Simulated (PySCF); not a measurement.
# PH3F: a changed input and its effect

System: PH3F, charge +1, SMILES F[PH3+].
Method of the first run: GIAO PBE0/pcSseg-1 NMR shielding, non-relativistic, IEF-PCM water (PySCF 2.14.0).

The geometry comes from this level: PBE0-D3(BJ)/def2-SVP. Text and figures count atoms from 1; the logs count them from 0 in places.

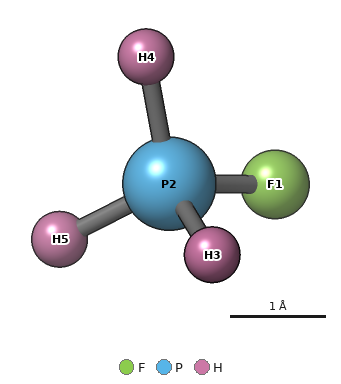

Fig. 1: The input geometry (ball-and-stick view, seen at a tilt; atoms are numbered from 1 in the order of the input).

The input, the first run:
```
{"job": {"kind": "nmr", "xc": "PBE0", "basis": "pcSseg-1", "solvent": "water", "pop": false}, "charge": 1, "multiplicity": 1}
F      1.099028    -0.954064     0.406065
P     -0.024837     0.021773    -0.020035
H     -0.801116     0.324297     1.115416
H      0.574825     1.185772    -0.537949
H     -0.813141    -0.610694    -1.000760
```

The first line tells a small driver script what to run in PySCF; the rest is the geometry in Å.

Launched with:
```bash
OMP_NUM_THREADS=1 python <driver script> task.json out
```

Hardware: 1 CPU thread, shared host.

Output (the first run):
```
coarse grid: 4576 points
cycle   1  E = -442.4964893208  dE =  3.373e-01  |g| = 4.866e-01  |ddm| = 1.867e+00
cycle   2  E = -442.4750884712  dE =  2.140e-02  |g| = 6.666e-01  |ddm| = 7.757e-01
cycle   3  E = -442.5432735438  dE = -6.819e-02  |g| = 7.424e-02  |ddm| = 3.873e-01
cycle   4  E = -442.5441635460  dE = -8.900e-04  |g| = 8.350e-03  |ddm| = 6.232e-02
cycle   5  E = -442.5441721913  dE = -8.645e-06  |g| = 1.298e-03  |ddm| = 6.197e-03
final grid: 39648 points
cycle   6  E = -442.5614481088  dE = -7.636e-06  |g| = 3.110e-03  |ddm| = 1.025e-02
cycle   7  E = -442.5614473324  dE =  7.764e-07  |g| = 4.118e-03  |ddm| = 4.488e-03
cycle   8  E = -442.5614498224  dE = -2.490e-06  |g| = 3.900e-04  |ddm| = 2.208e-03
cycle   9  E = -442.5614498504  dE = -2.800e-08  |g| = 2.579e-05  |ddm| = 3.611e-04
cycle  10  E = -442.5614498505  dE = -6.241e-11  |g| = 4.311e-06  |ddm| = 2.503e-05
converged SCF energy = -442.5614498505

GIAO shielding tensors (ppm)
atom      isotropic    diamagn.    paramagn.     s11        s22        s33       span
  0 F      433.754     468.528     -34.774    370.472    465.299    465.491     95.019
  1 P      261.188     962.616    -701.428    173.140    173.753    436.671    263.531
  2 H       22.976      24.853      -1.878     20.126     20.807     27.994      7.868
  3 H       22.973      24.835      -1.862     20.120     20.802     27.997      7.877
  4 H       22.974      24.832      -1.857     20.128     20.804     27.990      7.862
```

The input of the second run differs as follows (lines with − go, lines with + come):
```diff
-"solvent": "water"
-"pop": false
+"solvent": "acetone"
+"pop": true
```

How does the second run compare with the first run?

The total energy of the second run is 2.9 kcal/mol higher: the change of the electrostatic solvation energy at this fixed geometry, without cavity or dispersion terms. The HOMO goes from −12.51 to −12.73 eV. The LUMO goes from −1.50 to −1.73 eV. Of all shieldings, the largest change is that of P2, by +0.6 ppm. The number of SCF iterations is the same.

Output (the second run):
```
coarse grid: 4576 points
cycle   1  E = -442.4916165281  dE =  3.421e-01  |g| = 4.878e-01  |ddm| = 1.867e+00
cycle   2  E = -442.4694384167  dE =  2.218e-02  |g| = 6.713e-01  |ddm| = 7.793e-01
cycle   3  E = -442.5387017394  dE = -6.926e-02  |g| = 7.457e-02  |ddm| = 3.906e-01
cycle   4  E = -442.5396012527  dE = -8.995e-04  |g| = 8.447e-03  |ddm| = 6.277e-02
cycle   5  E = -442.5396101411  dE = -8.888e-06  |g| = 1.299e-03  |ddm| = 6.255e-03
final grid: 39648 points
cycle   6  E = -442.5568862847  dE = -7.628e-06  |g| = 3.115e-03  |ddm| = 1.024e-02
cycle   7  E = -442.5568854896  dE =  7.951e-07  |g| = 4.136e-03  |ddm| = 4.502e-03
cycle   8  E = -442.5568880045  dE = -2.515e-06  |g| = 3.914e-04  |ddm| = 2.220e-03
cycle   9  E = -442.5568880328  dE = -2.826e-08  |g| = 2.585e-05  |ddm| = 3.621e-04
cycle  10  E = -442.5568880328  dE = -6.958e-11  |g| = 4.318e-06  |ddm| = 2.465e-05
converged SCF energy = -442.5568880328

GIAO shielding tensors (ppm)
atom      isotropic    diamagn.    paramagn.     s11        s22        s33       span
  0 F      433.440     468.428     -34.988    369.826    465.151    465.344     95.517
  1 P      261.772     962.636    -700.864    173.806    174.419    437.092    263.286
  2 H       22.983      24.865      -1.882     20.132     20.813     28.005      7.873
  3 H       22.981      24.847      -1.866     20.126     20.808     28.009      7.883
  4 H       22.982      24.844      -1.861     20.134     20.811     28.002      7.868
```

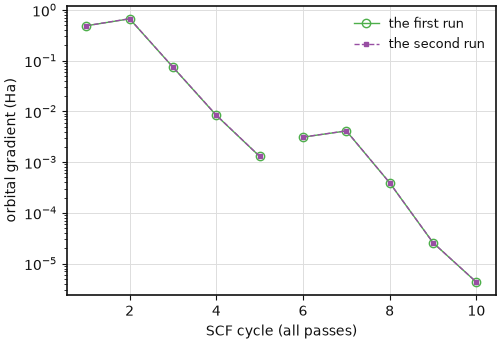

Fig. 2: Convergence of the two runs: orbital gradient against the SCF cycle. A break in a curve parts two SCF passes (coarse and final grid). The first run takes 10 cycles in all, and the second run takes 10.

The two runs side by side:

| quantity | the first run | the second run |
| --- | --- | --- |
| outcome | converged | converged |
| total energy (hartree) | −442.561450 | −442.556888 |
| HOMO (eV) | −12.51 | −12.73 |
| LUMO (eV) | −1.50 | −1.73 |
| shielding of F1 (ppm) | 433.8 | 433.4 |
| shielding of P2 (ppm) | 261.2 | 261.8 |
| shielding of H3 (ppm) | 23.0 | 23.0 |
| shielding of H4 (ppm) | 23.0 | 23.0 |
| shielding of H5 (ppm) | 23.0 | 23.0 |
| SCF iterations | 10 | 10 |
| basis functions | 56 | 56 |
| wall time (shared host) | 1.2 s | 2.1 s |
